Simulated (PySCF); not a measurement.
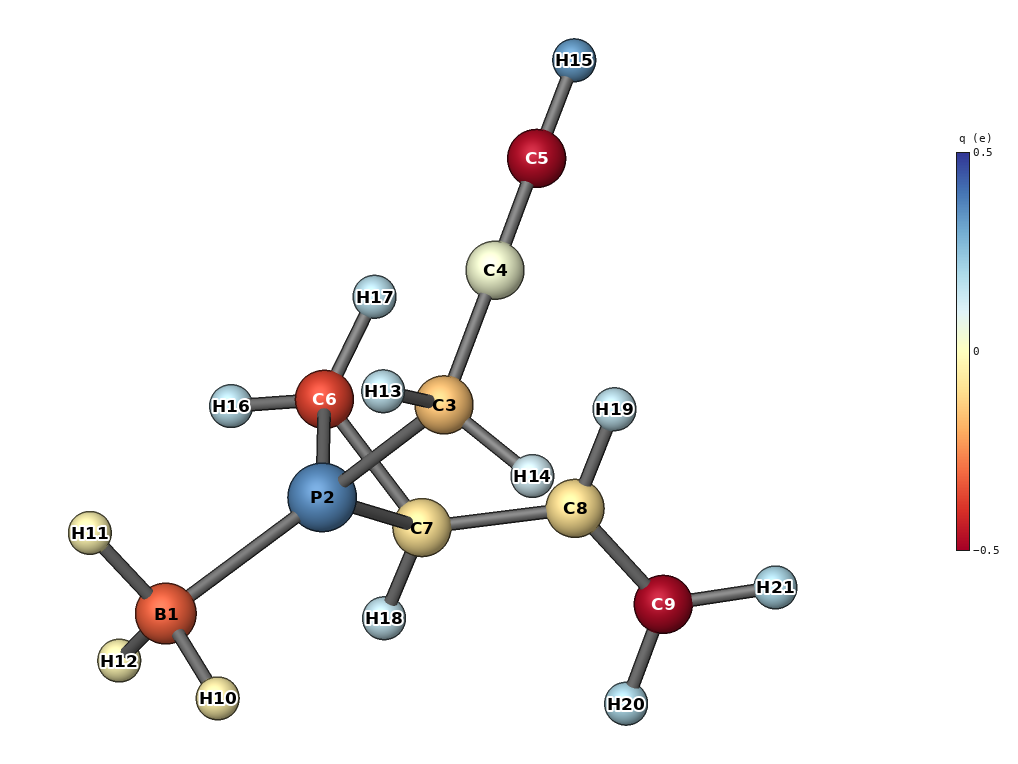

Atoms are coloured by their ESP-fitted charges. The computed structure is the end point of a GFN2-xTB optimisation. No frequency run is at hand to confirm it as a minimum. Level of theory: PBE0/pcSseg-1, gas phase (PySCF 2.14.0).

Q: Which atom carries the highest charge (most positive or least negative)?

A: P2 (0.36 e).

Q: And the lowest?

A: C5, C9 (−0.47 e).

List the ESP-fitted charges.

```tsv
atom	value (e)
B1	−0.32
P2	0.36
C3	−0.16
C4	0.03
C5	−0.47
C6	−0.37
C7	−0.09
C8	−0.09
C9	−0.47
H10	−0.05
H11	−0.03
H12	−0.03
H13	0.16
H14	0.13
H15	0.33
H16	0.17
H17	0.17
H18	0.16
H19	0.16
H20	0.19
H21	0.19
```

The geometry is semi-empirical. Around B, P such bond lengths and angles can be off by a tenth of an ångström or more and by several degrees, and values that hang on the shape move with them.
